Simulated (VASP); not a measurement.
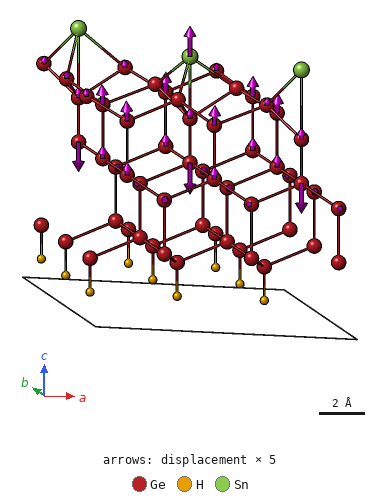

A relaxation of a slab of composition SnGe18H3. The starting structure is drawn; purple arrows show the displacements, 5 times their true length.

The picture is a ball-and-stick view of the cell of the calculation, outlined in the plane, without the vacuum (origin shifted), seen slightly off an axis.

The run lets the atoms move in a fixed cell. 27 atoms are held fixed.

These are results of Kohn-Sham DFT of a periodic cell, PBE, VASP PAW PBE potentials, minimal in VASP, not measurements.

Input file:
```
SYSTEM = SnGe18H3
ALGO = Normal
EDIFF = 1E-6
EDIFFG = -0.01
ENCUT = 300
GGA = PE
IBRION = 2
ISIF = 2
ISMEAR = 0
KPAR = 2
LASPH = .TRUE.
LCHARG = .FALSE.
LREAL = .FALSE.
LWAVE = .FALSE.
NELM = 80
NSW = 40
PREC = Accurate
SIGMA = 0.03
```

Launched with:
```bash
cat potpaw_PBE.64/Ge/POTCAR potpaw_PBE.64/H/POTCAR potpaw_PBE.64/Sn/POTCAR > POTCAR
mpirun -np 8 vasp_std > vasp.out
```

### What did the optimiser do to the structure, and how much energy did it gain?

A Ge atom moves most: 0.30 Å along the normal (−c). By element the largest moves are Ge 0.30 Å, Sn 0.29 Å. H stays in place. The cell doesn't change. Among the contacts that change: Ge–Ge 2.045 → 2.437 Å, Ge–Sn 2.862 → 3.049 Å, Ge–Sn 2.702 → 2.850 Å, Ge–Sn 3.202 → 3.094 Å. Bond angles that change, for instance: Ge–Ge–Ge 109.5° → 101.0°, Ge–Ge–Ge 109.5° → 101.5°, Ge–Ge–Ge 109.5° → 102.9°. The energy falls by 3.635 eV per cell of the calculation in 28 geometry steps. The largest force component goes from 6.9 to 0.37 eV/Å. It ran on 8 threads of Intel(R) Xeon(R) Platinum 8488C (Sapphire Rapids) (shared host).
